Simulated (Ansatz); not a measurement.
# BrFH₄Si: search for a transition state

Wanted: the transition state of a four-centre ligand exchange (form Si1–Br7, F2–H6 and break Si1–F2, H6–Br7). The guess is relaxed with those distances held, a saddle search follows, and vibrations and two downhill relaxations check it.

Computed with Ansatz 0.2.0, Gaussian basis. Level: PBE0-D4, def2-SVP first, then def2-TZVP.

152 further runs of the same task are left out: 152 set aside as unsound or not needed. Runs told in other sessions of the task aren't counted.

## Step 1: The system as given

The guess: 7 atoms, charge 0, spin multiplicity 1.

Atoms are counted from 1 here; the program's logs count them from 0.

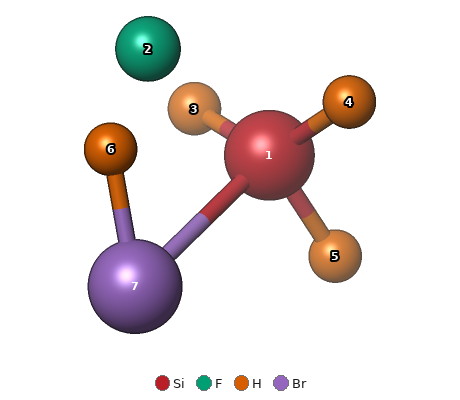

Start geometry, drawn with silicon red, fluorine teal, hydrogen orange, bromine purple; atoms are numbered from 1 in the order of the file.

Coordinates:

```
Si   -0.6963   -0.2002    0.0315
F     1.2743   -0.7805    0.5835
H    -0.4896   -1.3297   -0.8497
H    -0.7571   -0.0359    1.4684
H    -1.8589    0.5248   -0.5071
H     1.5896    0.3032    0.0139
Br    0.9381    1.5182   -0.7405
```

Distances that are to change: Si1–Br7 2.49 Å, F2–H6 1.26 Å, Si1–F2 2.13 Å, H6–Br7 1.57 Å.

## Step 2: Relaxing the guess with the reacting distances held

File hold/in.yaml:

```yaml
crystal:
  periodic: [false, false, false]
  atoms:
    - {symbol: Si, position_ang: [-0.696300, -0.200200, 0.031500]}
    - {symbol: F, position_ang: [1.274300, -0.780500, 0.583500]}
    - {symbol: H, position_ang: [-0.489600, -1.329700, -0.849700]}
    - {symbol: H, position_ang: [-0.757100, -0.035900, 1.468400]}
    - {symbol: H, position_ang: [-1.858900, 0.524800, -0.507100]}
    - {symbol: H, position_ang: [1.589600, 0.303200, 0.013900]}
    - {symbol: Br, position_ang: [0.938100, 1.518200, -0.740500]}
basis:
  gaussian: {orbitals: def2-SVP}
hamiltonian: {xc: pbe0, dispersion: d4}
relax: {f_tol: 0.04, max_steps: 150, escape_saddle: false, constraints: [{distance: [0, 6]}, {distance: [1, 5]}, {distance: [0, 1]}, {distance: [5, 6]}]}
```

Launch:

```bash
ansatz run in.yaml --threads 4 --pin off --events-out ev --progress --plain --max-ram 9574MiB
```

The runs that follow: Force constants to start from; Saddle search in the small basis; Saddle search in triple zeta; Checking the order of the point; Relaxing after a step of 0.30 Å one way along the mode; Relaxing after a step of 0.30 Å the other way along the mode.

Before running it: what results should come out? Wanted: imaginary mode; barrier from the start side; barrier from the end side; energy of the step; pairs that change; zero-point energy at the saddle.

The runs gave:

| quantity | value |
| --- | --- |
| imaginary mode | 361i cm⁻¹ |
| barrier from the start side | 32.8 kcal/mol |
| barrier from the end side | 26.7 kcal/mol |
| energy of the step | +6.0 kcal/mol |
| pairs that change | Si1–Br7 formed, F2–H6 formed, Si1–F2 broken, H6–Br7 broken |
| zero-point energy at the saddle | 0.981 eV |

What this shows: The point has a single imaginary mode (361i cm⁻¹), as a transition state must. Going downhill both ways gives the intended start and end. At PBE0-D4/def2-TZVP the electronic barrier is 32.8 kcal/mol, about 55 kT at 298 K, and the step runs 6.0 kcal/mol uphill. A step off the saddle overshot and began above it in energy, so the link to its end is likely but not proven.
